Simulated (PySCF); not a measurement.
```yaml
atoms:
  - { symbol: C, position_ang: [3.2220, 0.2303, -0.6310] }
  - { symbol: C, position_ang: [2.0089, 0.2186, -0.7365] }
  - { symbol: C, position_ang: [0.6539, 0.2083, -0.8271] }
  - { symbol: C, position_ang: [-0.2250, -0.0036, 0.3592] }
  - { symbol: C, position_ang: [-1.2542, 1.1247, 0.4951] }
  - { symbol: C, position_ang: [-0.9529, -1.3505, 0.2224] }
  - { symbol: F, position_ang: [-1.6891, -1.6160, 1.3300] }
  - { symbol: F, position_ang: [-1.8238, -1.3382, -0.8143] }
  - { symbol: H, position_ang: [4.2678, 0.2452, -0.5576] }
  - { symbol: H, position_ang: [0.1813, 0.3564, -1.7854] }
  - { symbol: H, position_ang: [0.3813, -0.0699, 1.2686] }
  - { symbol: H, position_ang: [-0.7438, 2.0777, 0.6060] }
  - { symbol: H, position_ang: [-1.8811, 0.9563, 1.3677] }
  - { symbol: H, position_ang: [-1.8869, 1.1640, -0.3889] }
  - { symbol: H, position_ang: [-0.2628, -2.1952, 0.0700] }
```

Geometry: GFN2-xTB.

Level of theory: UKS B3LYP, pcH-1 on C F H, non-relativistic, mean-field spin-orbit, GIAO in PySCF 2.14.0, density-fitted response routines.

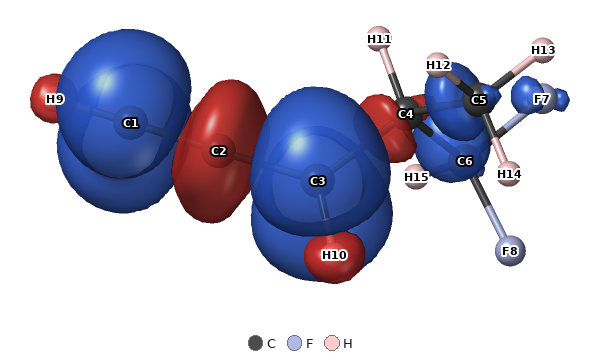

C6H7F2 (doublet). Isosurfaces of the spin density at +0.015 (blue) and −0.015 e/Å³ (red), seen from one side.

**Describe the spin distribution.**

The unpaired spin (1 electron) lies mostly on C3 (about 0.5) and C1 (about 0.4), in electrons by Hirshfeld's partition.
